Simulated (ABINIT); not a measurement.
# MgS (Niningerite): a self-consistent loop beyond G0W0, cycle by cycle, part 2 of 2

How far does self-consistency move the gap of MgS (Niningerite)?

ABINIT 10.8.3; LDA and many-body steps on it, plane waves. Known limits of the many-body steps: not at the basis limit; coarse k mesh.

So far. Step 5 (evGW0, cycle 1): Against G0W0 in ABINIT (4×4×4 mesh, 50 bands, screening to 130.6 eV, Godby-Needs plasmon pole), the gap moves by +0.428 eV. This first cycle still uses the starting levels and takes the full correction. Step 6 (evGW0, cycle 2): Against the cycle before, the gap moves by −0.211 eV.

### 7. evGW0, cycle 3

Level of this step: evGW0 on LDA, plane waves, norm-conserving pseudopotentials (ABINIT).

Input file run.abi:

```
acell 3*1.0 Angstrom
rprim 
  0.000000000000 2.601650000000 2.601650000000
  2.601650000000 0.000000000000 2.601650000000
  2.601650000000 2.601650000000 0.000000000000
ntypat 2
znucl 12 16
natom 2
typat 1 2
xred 
  0.000000000000 0.000000000000 0.000000000000
  0.500000000000 0.500000000000 0.500000000000
pp_dirpath "pseudos"
pseudos "Mg.upf, S.upf"
ecut 38
ngkpt 4 4 4
nshiftk 1
shiftk 0 0 0
kptopt 1
chksymbreak 0
istwfk *1
occopt 1
irdwfk 1
optdriver 4
nband 50
gwcalctyp 10
ecutsigx 38
symsigma 1
nkptgw 8
kptgw 
  0.0000000000 0.0000000000 0.0000000000
  0.2500000000 0.0000000000 0.0000000000
  0.5000000000 0.0000000000 0.0000000000
  0.2500000000 0.2500000000 0.0000000000
  0.5000000000 0.2500000000 0.0000000000
  -0.2500000000 0.2500000000 0.0000000000
  0.5000000000 0.5000000000 0.0000000000
  -0.2500000000 0.5000000000 0.2500000000
bdgw 
  1 22
  1 22
  1 22
  1 22
  1 22
  1 22
  1 22
  1 22
ecuteps 4.8
irdscr 1
ppmodel 1
irdqps 1
indata_prefix "in"
outdata_prefix "out"
tmpdata_prefix "tmp"
```

Run with:

```sh
$ OMP_NUM_THREADS=1 mpirun -n 4 abinit run.abi > log
```

Numbers of over 12 decimals in the logs are rounded to 6 here.

The program printed:

```text
.Version 10.8.3 of ABINIT. v10.8.2 released Aug 2026.

 Symmetries : space group Fm -3 m (#225); Bravais cF (face-center cubic)
[... echo of the input left out ...]
== DATASET  1 ==================================================================
-   mpi_nproc: 4, omp_nthreads: 1 (-1 if OMP is not activated)

--- !DatasetInfo
iteration_state: {dtset: 1, }
dimensions: {natom: 2, nkpt: 8, mband: 50, nsppol: 1, nspinor: 1, nspden: 1, mpw: 2698, }
cutoff_energies: {ecut:  38.0, pawecutdg:  -1.0, }
[...]
.  kptgw no:  3; Maximum DeltaE = (  -0.253   0.023) for band index:  1
[...]
.  kptgw no:  7; Maximum DeltaE = (  -0.484   0.016) for band index: 22
.  kptgw no:  8; Maximum DeltaE = (  -0.252  -0.043) for band index: 21

== END DATASET(S) ==============================================================
================================================================================

 -outvars: echo values of variables after computation  --------
           etotal      0.0000000000E+00
            nband          50
             nkpt           8
          spgroup         225
 [... the other variables as echoed above ...]

 Calculation completed.
```

Elapsed: 58 s, on 4 MPI ranks of Intel Xeon Platinum 8259CL at 2.50GHz (Skylake/Cascade Lake), shared host; peak memory 1.3 GiB.

Numbers from this step:

- quasiparticle gap on the mesh: 4.532 eV
- gap of the density functional on the mesh: 2.559 eV
- k of the valence top: 0, 0, 0
- k of the conduction bottom: 0.5, 0.5, 0
- least direct quasiparticle gap on the computed points: 5.356 eV

Against the cycle before, the gap moves by +0.025 eV.

### 8. evGW0, cycle 4

run.abi is that of step 7.

The program printed:

```text
.Version 10.8.3 of ABINIT. v10.8.2 released Aug 2026.

 Symmetries : space group Fm -3 m (#225); Bravais cF (face-center cubic)
[... echo of the input left out ...]
== DATASET  1 ==================================================================
-   mpi_nproc: 4, omp_nthreads: 1 (-1 if OMP is not activated)

--- !DatasetInfo
iteration_state: {dtset: 1, }
dimensions: {natom: 2, nkpt: 8, mband: 50, nsppol: 1, nspinor: 1, nspden: 1, mpw: 2698, }
cutoff_energies: {ecut:  38.0, pawecutdg:  -1.0, }
[...]
.  kptgw no:  3; Maximum DeltaE = (  -0.726   0.717) for band index:  1
[...]
.  kptgw no:  7; Maximum DeltaE = (   0.806   0.022) for band index: 21
.  kptgw no:  8; Maximum DeltaE = (  -0.282   1.171) for band index:  1

== END DATASET(S) ==============================================================
================================================================================

 -outvars: echo values of variables after computation  --------
           etotal      0.0000000000E+00
            nband          50
             nkpt           8
          spgroup         225
 [... the other variables as echoed above ...]

 Calculation completed.
```

Run time: 58 s. Hardware: 4 MPI ranks; peak memory 1.3 GiB; 3.8 min of CPU time.

This step gave:

```
quasiparticle gap on the mesh                         : 4.527 eV
gap of the density functional on the mesh             : 2.559 eV
k of the valence top                                  : 0, 0, 0
k of the conduction bottom                            : 0.5, 0.5, 0
least direct quasiparticle gap on the computed points : 5.353 eV
```

Against the cycle before, the gap moves by −0.005 eV.

### 9. Side by side

Times are wall times on 4 MPI ranks of Intel Xeon Platinum 8259CL at 2.50GHz (Skylake/Cascade Lake), shared host, good to a factor of about two. A run's time includes the screening step that it read.

| run | mesh | bands | screening cutoff (eV) | DFT gap (eV) | gap on the mesh (eV) | direct (eV) | ε∞ used | time |
| --- | --- | --- | --- | --- | --- | --- | --- | --- |
| G0W0 | 4×4×4 | 50 | 130.6 | 2.559 | 4.290 | 5.110 | 6.56 | 12 s |
| evGW0, cycle 1 | 4×4×4 | 50 | 130.6 | 2.559 | 4.718 | 5.527 | 6.56 | 64 s |
| evGW0, cycle 2 | 4×4×4 | 50 | 130.6 | 2.559 | 4.507 | 5.336 | 6.56 | 65 s |
| evGW0, cycle 3 | 4×4×4 | 50 | 130.6 | 2.559 | 4.532 | 5.356 | 6.56 | 65 s |
| evGW0, cycle 4 | 4×4×4 | 50 | 130.6 | 2.559 | 4.527 | 5.353 | 6.56 | 65 s |

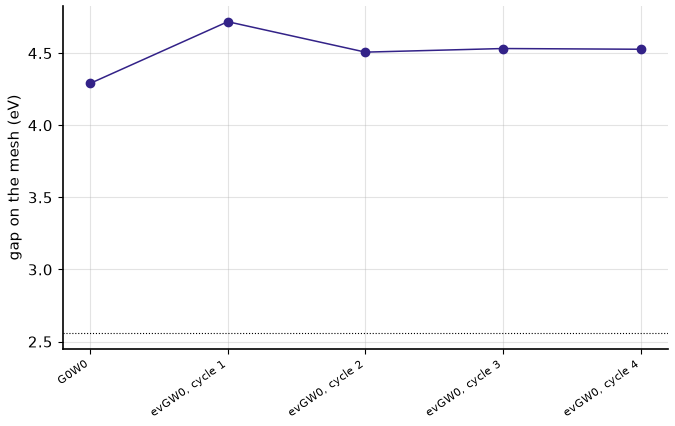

The gap through the cycles; the dotted line is the starting gap.

### 10. Results

| Quantity | Value |
| --- | --- |
| G0W0 | 4.290 eV |
| evGW0, cycle 1 | 4.718 eV |
| evGW0, cycle 2 | 4.507 eV |
| evGW0, cycle 3 | 4.532 eV |
| evGW0, cycle 4 | 4.527 eV |
| known limits | not at the basis limit; coarse k mesh |

What this shows: Only the bands that the input lists are updated; the others, empty or deep, keep the functional's energies or take a rigid shift. evGW0 ends at 4.53 eV, +0.24 eV from G0W0, after 4 cycles that took 3.9 min beside the first screening; the last moved the gap by 0.005 eV. The first cycle of evGW0 takes the full correction, without the factor Z, so it overshoots the one-shot value. Bands and cutoff are finite, so the gap is not at the basis limit. The miss can reach some tenths of an eV and take either sign; the mesh is an error of its own. The 4×4×4 mesh is coarse for this cell, which bears on the long-range parts of exchange and screening.

[Paths, hosts, dates, memory and timing lines, banners, echoed tables and standing remarks are left out of the program output.]

[Logs are printed without paths, hosts, clocks, repeated set-up lines and the standing remarks that a program may print on its own settings, such as how far it seeks lower states.]

[Runs of the session that timed out or met a known fault of the program may be left out.]

[Hosts, paths, dates, database ids (printed as entryN), source tags and the programs' standing remarks are cut or masked in the printed files.]

[G0W0 gaps are taken among the corrected bands and points alone; a level outside them can change the order at an edge.]

[Where Ansatz stands beside ABINIT at settings called matched, ABINIT's density can come from a denser mesh and the files from another edition; pairs whose starting gaps differed by over 0.03 eV were left out, so agreement reads better than it is.]
